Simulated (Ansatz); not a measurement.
System Cs2Ge (space group P-3m1, No. 164); source of the atomic positions: the input geometry of an electronic-structure calculation (not necessarily at equilibrium); the starting structure was generated, so it need not be a known form of this composition.

```cif
data_structure
_symmetry_space_group_name_H-M 'P 1'
_symmetry_Int_Tables_number 1
_cell_length_a 4.7453
_cell_length_b 4.7453
_cell_length_c 10.0189
_cell_angle_alpha 90.000
_cell_angle_beta 90.000
_cell_angle_gamma 120.000
_cell_volume 195.38
loop_
_atom_site_label
_atom_site_type_symbol
_atom_site_fract_x
_atom_site_fract_y
_atom_site_fract_z
_atom_site_occupancy
Cs1 Cs 0.33333 0.66667 0.74607 1
Cs2 Cs 0.66667 0.33333 0.25393 1
Ge1 Ge 0.00000 0.00000 0.50000 1
```

Describe the stacking along c, with columns A (0, 0), B (1/3, 2/3), C (2/3, 1/3) of the hexagonal mesh.

Cs(C) – Ge(A) – Cs(B) (three layers in 10.02 Å).

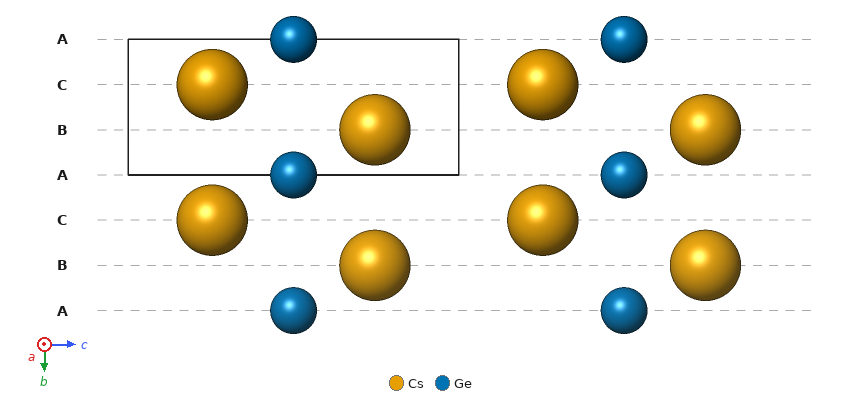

The picture looks along a close-packed row of the hexagonal mesh; c points to the right. The dashed lines mark the three columns A (0, 0), B (1/3, 2/3) and C (2/3, 1/3). The sequence starts with the first layer at or above the cell's origin.
